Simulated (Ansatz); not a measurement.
Cost and result by functional for the adsorption energy of H on the 1x1 (101) surface of anatase TiO2 (cut with top plane O), one in a 2x1 cell, started at the site 'over Ti at depth 1.4 Å', in Ansatz (plane waves, PAW). Single points on the PBE structure, on one kind of machine; costs are rough ratios of the slab run's core time (references not counted) to the cheapest single point. r2SCAN's cost holds its higher cutoff (500 against 420 eV). Differences are taken against r2SCAN for comparison alone: no measured value is at hand, so the table doesn't rank accuracy. The points keep PBE's geometry, so the relaxation of a polaron and the settling of charge on one site are left out.

Host crystal: anatase TiO2, with a band gap (PBE, scalar-relativistic without spin-orbit coupling).

Slab: 37 atoms, 9.4 Å thick at the start under the adsorbate (thin: gaps and levels are the slab's own); k 3x4x1, smearing 0.01 eV, dipole-corrected; 14 atoms held, the rest relaxed; no symmetry held; spin-polarised, ending with about 0.5 μB a cell, a value that depends on the mesh; orders that need a larger cell were not tried, no spin-orbit, no U, no dispersion correction. The slab shows no gap over 0.04 eV on its mesh. At the end it is bonded to O. In PBE it is, or lies within 0.03 eV of, the lowest of the starts that converged. These notes are the PBE run's. r2SCAN: The program's check for a lower electronic state was not made. Adsorption energies are against ½ H2(g). A negative adsorption energy means that the adsorbate is more stable on the surface than in its reference.

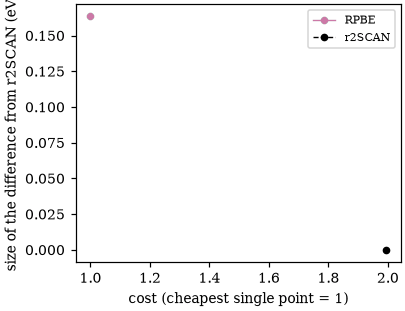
Figure. Difference from r2SCAN against cost

| functional | relative cost | adsorption energy (eV) | less r2SCAN (eV) |
|---|---|---|---|
| RPBE | 1 | 0.41 | 0.16 |
| r2SCAN | 2 | 0.25 | 0.00 |
| PBE (the relaxed run's value) | – | 0.24 | -0.01 |

The values span 0.17 eV, while the single points' costs differ by a factor of roughly 2. Differences are of unrounded values.

Ansatz is a program for electronic structure.
